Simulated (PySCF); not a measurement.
# C12H8O2S: the cost of one run

Computed with PySCF 2.14.0, with density-fitted response routines of our own, on a single molecule in the gas phase. Atoms count from 0, in the outputs and in this text.

### Step 1. The molecule as given

23 atoms, charge 0, multiplicity 1; geometry from: GFN2-xTB.

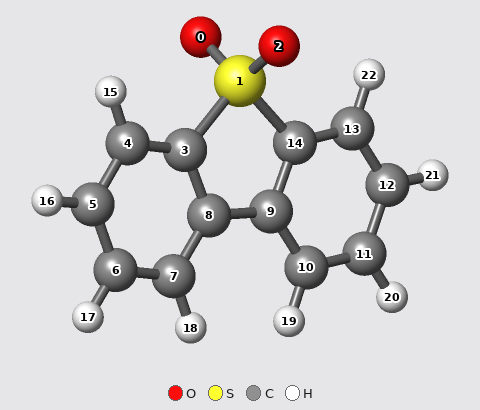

The starting geometry (oxygen red, sulfur yellow, carbon grey, hydrogen white), atoms numbered.

### Step 2. Optimising the geometry at PBE0-D3(BJ)/def2-SVP

What the job is given:

```
{"job": {"xc": "PBE0", "basis": "def2-SVP", "d3": "d3bj", "grid": 1, "kind": "geom"}, "charge": 0, "multiplicity": 1}
O     -0.187030     2.278970    -1.241300
S     -0.112420     1.542900    -0.008880
O     -0.142700     2.295990     1.215560
C     -1.318630     0.212590     0.021450
C     -2.688690     0.313170     0.043090
C     -3.436450    -0.857910     0.063290
C     -2.800890    -2.090090     0.059930
C     -1.417930    -2.180350     0.037880
C     -0.660360    -1.014740     0.018060
C      0.799060    -0.909690    -0.007240
C      1.715970    -1.954770    -0.014610
C      3.071700    -1.667380    -0.038790
C      3.524010    -0.356920    -0.056450
C      2.616030     0.694980    -0.048760
C      1.274540     0.399230    -0.024900
H     -3.158740     1.283710     0.044260
H     -4.514260    -0.807720     0.081160
H     -3.391110    -2.994310     0.075030
H     -0.938240    -3.146900     0.035700
H      1.379830    -2.980030    -0.001220
H      3.785500    -2.477740    -0.044240
H      4.583490    -0.152900    -0.075760
H      2.942050     1.722820    -0.061170
```

Q: Estimate the wall time of this first job on 8 threads of AMD EPYC 7R43 (Zen 3), shared host.

About 2.3 min.
